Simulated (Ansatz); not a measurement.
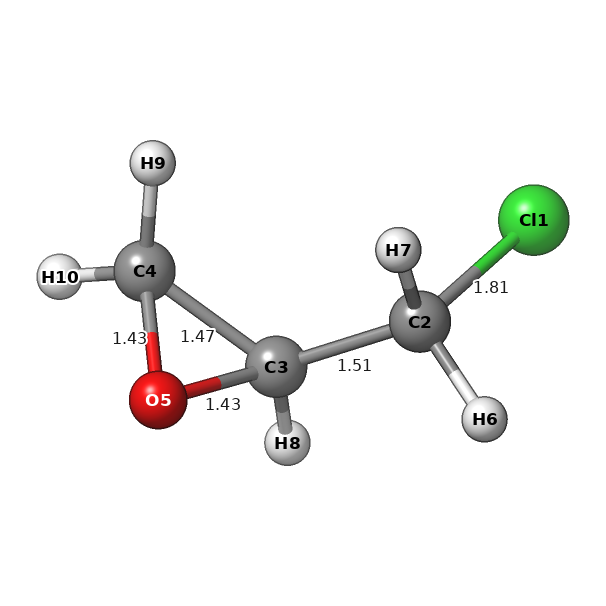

The numbers beside the sticks are distances in Å. Sticks don't show bond order. Computed geometry: PBE-D4/def2-SVP optimisation. No frequency run is at hand to confirm it as a minimum.

Assign a bond order to each marked bond.

Answer. Cl1–C2 single; C2–C3 single; C3–C4 single; C3–O5 single; C4–O5 single.

Give the structure as SMILES.

Answer. ClC[C@@H]1CO1
